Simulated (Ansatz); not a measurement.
**CdS: response to strain**

The reference is CdS in the wurtzite structure (space group P6_3mc, No. 186; a = 4.124 Å, c = 6.708 Å).

Strains are applied to the cell and any free atomic positions relax.

Computed with plane-wave PAW DFT at the PBEsol level (Ansatz, a first-principles code, 420 eV), no SOC.

Notes on the quantities. energy relative to the base: free energy F.

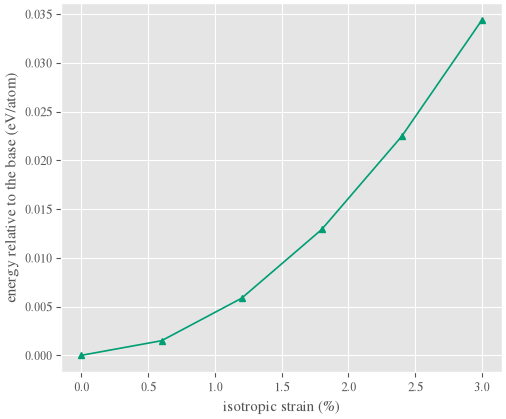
*Energy relative to the base against isotropic strain*

Task: From the plot, what is the energy relative to the base for isotropic strain +1.80 %?

Result: About 0.013 eV/atom.

Task: Is the trend monotonic over the range shown?

Result: Yes, it rises throughout, spanning 0 meV/atom to +34 meV/atom.

Whether these cells are dynamically stable was not tested.
